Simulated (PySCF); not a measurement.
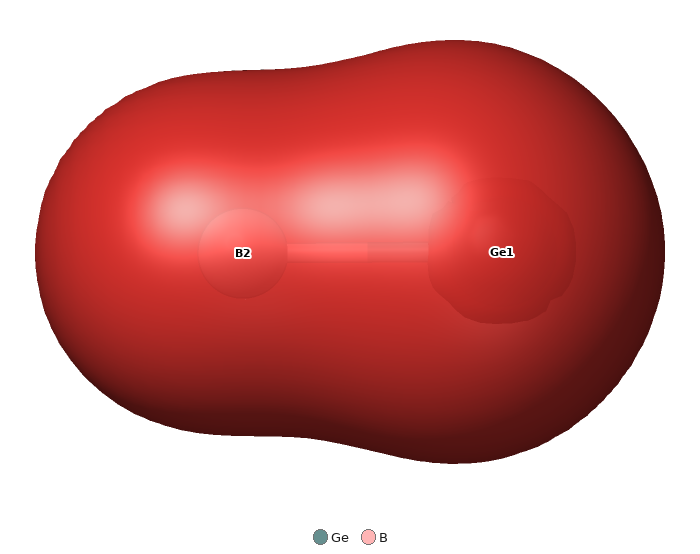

GeB (quartet). Isosurfaces of the spin density (α minus β) at +0.03 (red) and −0.03 e/Å³ (blue), seen from one side.

The calculation used PBE0/pcseg-1, non-relativistic, at a bond length of 1.989 Å in PySCF.

**Where is the unpaired spin?**

The unpaired spin (3 electrons) lies mostly on B2 (about 1.6) and Ge1 (about 1.4), in electrons by Hirshfeld's partition. Only one sign reaches the isovalue.
